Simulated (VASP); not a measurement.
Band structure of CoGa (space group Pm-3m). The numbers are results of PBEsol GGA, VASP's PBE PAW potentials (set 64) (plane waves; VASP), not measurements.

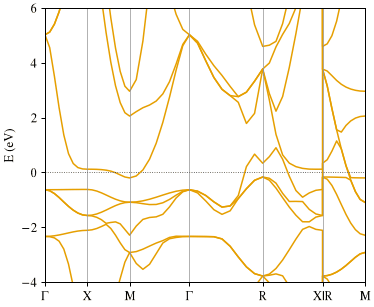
Bands along high-symmetry lines, zero at the valence-band maximum or, without a gap, the Fermi level

Read the plot: is there a gap, and where are the band edges?

It has no gap at this level: it comes out as a metal or semimetal.

The structure is a typed CoGa crystal (Pm-3m). The cell was not relaxed at this level. The run is not spin-polarised, so no magnetic state was tried.
